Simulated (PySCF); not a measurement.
C4H12O2S2Sn, SMILES C[S][Sn]([O]C)([S]C)[O]C, singlet at its GFN2-xTB optimised geometry (Å):

```
21

C      2.4020    -0.4334     1.1238
O      1.5802    -0.3005     0.0000
Sn    -0.4822    -0.3005     0.0000
O     -0.9323    -0.9031    -1.9105
C     -0.2118    -1.8387    -2.6627
S     -1.3495    -1.8476     1.7094
C     -3.1476    -1.6778     1.4793
S     -1.4887     1.9320     0.0000
C     -1.1150     2.5360    -1.6715
H      2.1632    -1.3231     1.7117
H      2.3571     0.4468     1.7699
H      3.4202    -0.5354     0.7390
H     -0.3235    -2.8519    -2.2686
H      0.8489    -1.5898    -2.7199
H     -0.6350    -1.8037    -3.6702
H     -3.4626    -0.6701     1.7275
H     -3.4202    -1.9320     0.4608
H     -3.5925    -2.3872     2.1698
H     -1.4678     1.8206    -2.4051
H     -0.0486     2.7061    -1.7728
H     -1.6559     3.4723    -1.7674
```

Computed with PBE0/def2-SVP, def2 effective core potentials past Kr (PySCF 2.14.0). The core electrons that the potentials of Sn replace are not part of the density.

Map of the log10 of the electron density (e/bohr³), floored at −4 on the plane z = 0.6 Å:

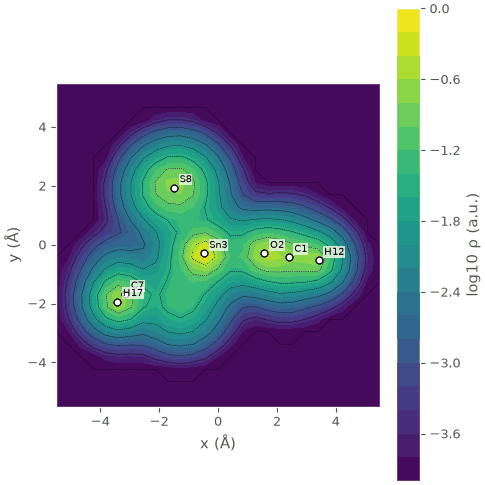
Log10 of the electron density (e/bohr³), floored at −4 on the plane z = 0.6 Å.
